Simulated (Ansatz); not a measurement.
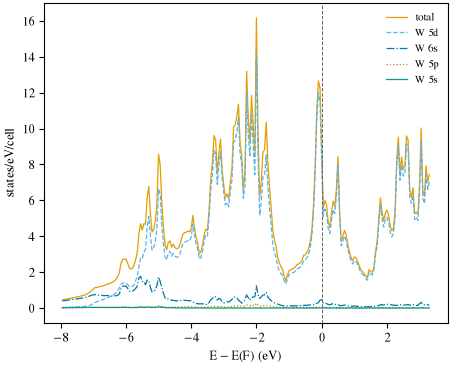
Figure. Total and projected density of states of W in space group Fd-3m (No. 227; W on 8a, W on 16d), PBEsol in the plane-wave PAW code Ansatz

Question: Which orbitals carry the states next to the Fermi level?

Answer: Within 0.5 eV of the Fermi level: W 5d 93 %. Projections are on Löwdin-orthogonalised atomic valence shells; empty p or d shells of many metals are not among them.

Question: Where is the tallest occupied peak in this window, and what makes it?

Answer: Near -2.0 eV, about 16 states/eV per cell; the largest projected share is W 5d.

The start of the workflow was typed in or built on a structure type; neither database checked (COD, Materials Project) lists it. It is not the phase usual at ambient conditions (space group No. 229). Symmetry was held in the PBEsol relaxation; whether a distortion lowers the energy is not shown. The run is not spin-polarised. Spin–orbit coupling is left out wherever it is not named.

Potentials: the later of the program's two PAW sets.
